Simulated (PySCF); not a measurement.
```yaml
atoms:
  - { symbol: C, position_ang: [-3.1345, -0.2395, 0.2492] }
  - { symbol: C, position_ang: [-1.9960, -0.3297, 1.2748] }
  - { symbol: C, position_ang: [-1.1354, 0.5527, 0.3536] }
  - { symbol: N, position_ang: [0.2399, 0.1893, 0.1610] }
  - { symbol: Si, position_ang: [1.0409, 0.4639, -1.3573] }
  - { symbol: C, position_ang: [2.8301, 0.2387, -0.7634] }
  - { symbol: C, position_ang: [2.8249, -0.6410, 0.4897] }
  - { symbol: Si, position_ang: [1.2598, -0.2600, 1.4936] }
  - { symbol: C, position_ang: [-2.1231, 0.2638, -0.7899] }
  - { symbol: H, position_ang: [-3.6459, -1.1702, 0.0136] }
  - { symbol: H, position_ang: [-3.8730, 0.5158, 0.5113] }
  - { symbol: H, position_ang: [-2.1900, 0.0536, 2.2741] }
  - { symbol: H, position_ang: [-1.5904, -1.3351, 1.3472] }
  - { symbol: H, position_ang: [-1.2023, 1.6051, 0.6614] }
  - { symbol: H, position_ang: [0.6443, -0.5308, -2.3654] }
  - { symbol: H, position_ang: [0.7685, 1.8135, -1.8673] }
  - { symbol: H, position_ang: [3.4747, -0.1839, -1.5336] }
  - { symbol: H, position_ang: [3.2500, 1.2141, -0.5144] }
  - { symbol: H, position_ang: [3.7367, -0.5011, 1.0697] }
  - { symbol: H, position_ang: [2.8110, -1.6895, 0.1900] }
  - { symbol: H, position_ang: [1.4296, 0.8495, 2.4451] }
  - { symbol: H, position_ang: [0.7463, -1.4338, 2.2082] }
  - { symbol: H, position_ang: [-1.7601, -0.5359, -1.4297] }
  - { symbol: H, position_ang: [-2.4178, 1.1105, -1.4055] }
```

Geometry: GFN2-xTB.

Method: PBE0/pcSseg-1, SCF density, gas phase, non-relativistic (PySCF 2.14.0).

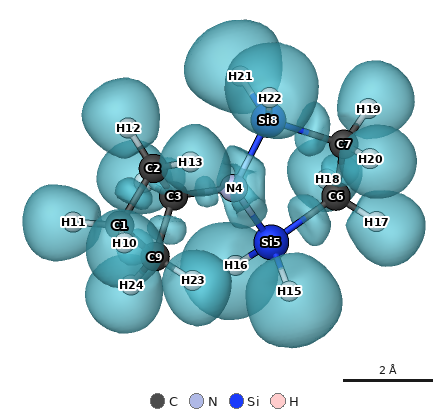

C6H15NSi2. Isosurface of the electron localisation function at 0.8 (cyan), seen at a tilt. Only the valence region is drawn (cores and ρ < 0.01 e/Å³ removed).

Question: Identify the bonds, lone pairs and shells in this picture.

Answer: The surface consists of five regions between bonded C–C atoms (shared pairs), one region between bonded C–N atoms (shared pairs), two regions between bonded C–Si atoms (shared pairs), 15 regions around hydrogen nuclei and one region on N in which the atom's valence shell and bonds are merged.

Values along the shortest contacts:
C–N (1.44 Å): the ELF peaks at about 0.90 between the atoms; localised, covalent bonding. C–C (1.53 Å): the ELF peaks at about 0.95 between the atoms (localised, covalent bonding).
